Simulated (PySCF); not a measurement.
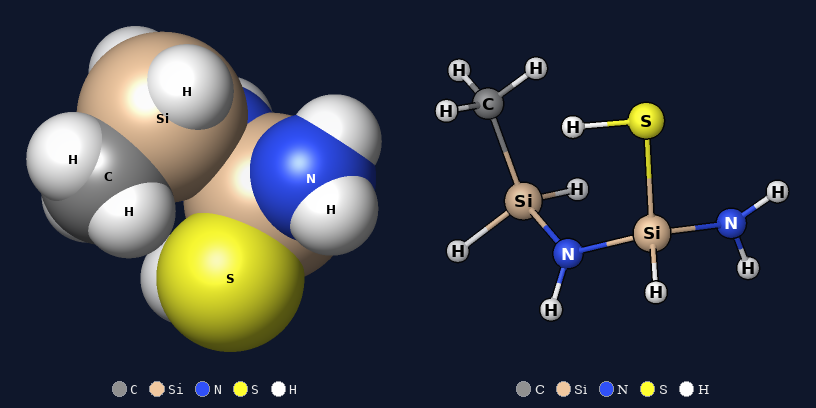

Both panels show the same species.

The computed structure is the end point of a GFN2-xTB optimisation. No frequency run is at hand to confirm it as a minimum.

Give the formula.

Answer. CH10N2SSi2, 16 atoms: 1 carbon, 10 hydrogen, 2 nitrogen, 1 sulfur and 2 silicon.

Which point group does it belong to?

Answer. C1.

The parts below concern this one geometry. Atoms keep their numbers from picture to picture.

Electronic properties

No frequency run is at hand to confirm it as a minimum. Level of theory: B3LYP/def2-SVPD, gas phase (PySCF 2.14.0). Excitations: vertical, linear response.

What is the HOMO energy (Kohn–Sham orbital)?

Answer. −6.93 eV.

Estimate the lowest vertical singlet excitation.

Answer. 5.83 eV.

What is the brightest of the 8 lowest singlets?

Answer. 6.52 eV.

What is the dipole moment?

Answer. 1.71 D.

NMR shielding

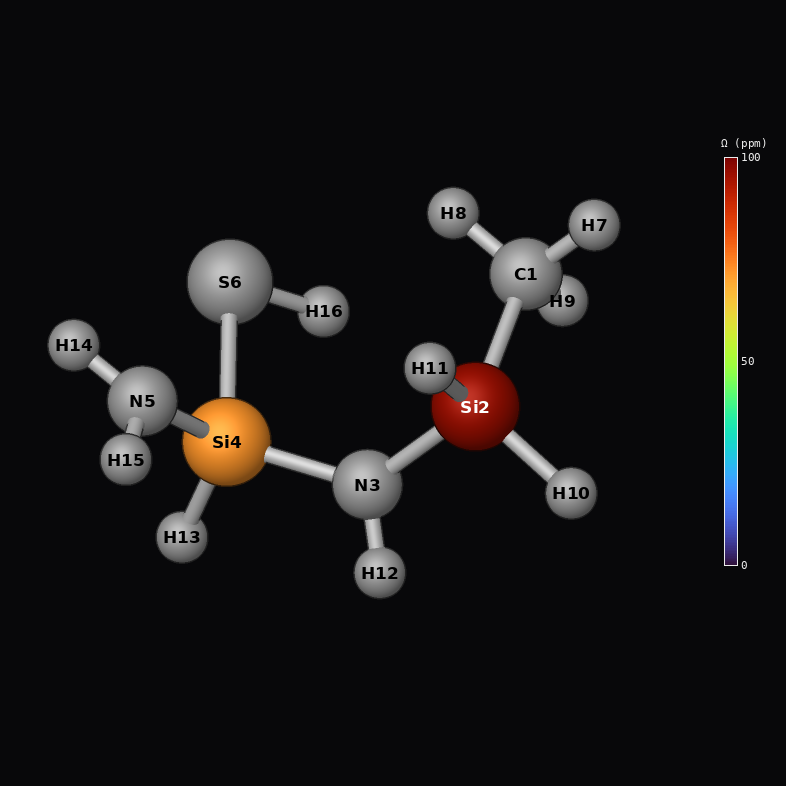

The Si atoms are coloured by the span of their shielding tensor. No frequency run is at hand to confirm it as a minimum. Level of theory: GIAO PBE0/pcSseg-1 NMR shielding, non-relativistic, gas phase (PySCF 2.14.0). Principal shieldings σ11 ≤ σ22 ≤ σ33, span Ω = σ33 − σ11, skew κ = 3(σiso − σ22)/Ω.

Which Si atom has the most anisotropic shielding?

Answer. Si2, with a span of 96 ppm.

Give the shielding tensors of the Si atoms.

```csv
atom,σ11,σ22,σ33,σiso,Ω,κ
Si2,329.3,394.3,425.2,382.9,95.9,−0.35
Si4,327.1,385.7,399.3,370.7,72.2,−0.62
```

Shieldings and span in ppm.

Bond orders

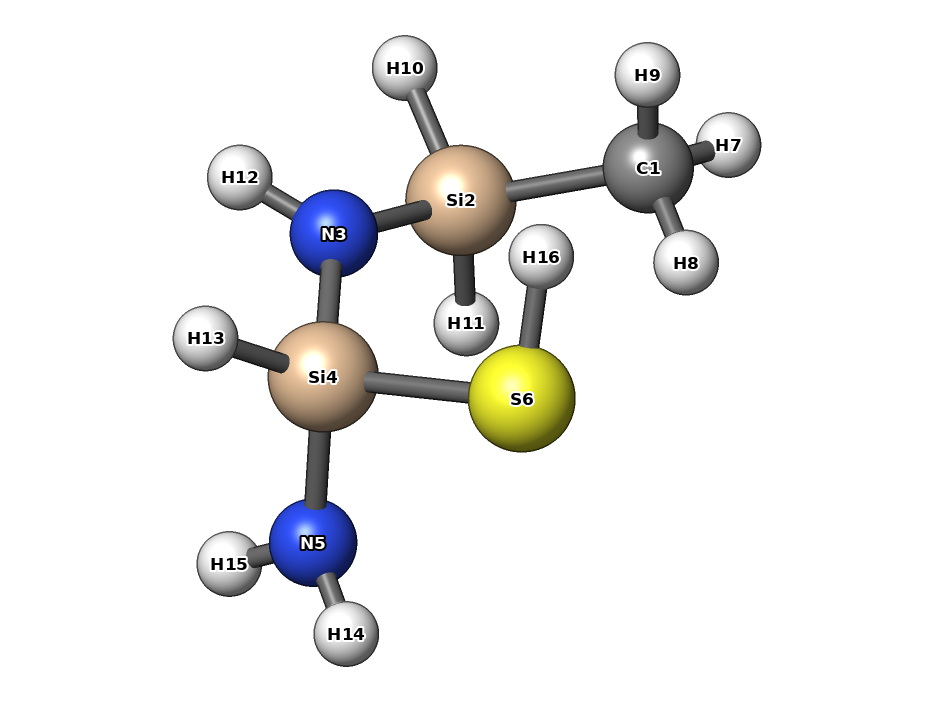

The thickness of each stick grows with its Mayer bond order. No frequency run is at hand to confirm it as a minimum. Computed with PBE0/pcSseg-1 (PySCF 2.14.0).

List the Mayer bond orders of C1–Si2, Si2–N3, N3–Si4, Si4–N5, Si4–S6 (bonds between heavy atoms, one of each equivalent set).

```csv
bond,Mayer order,length (Å)
C1–Si2,0.96,1.894
Si2–N3,0.92,1.744
N3–Si4,1.00,1.725
Si4–N5,1.04,1.713
Si4–S6,0.99,2.150
```

The geometry is semi-empirical. Around Si such bond lengths and angles can be off by a tenth of an ångström or more and by several degrees, and values that hang on the shape move with them.
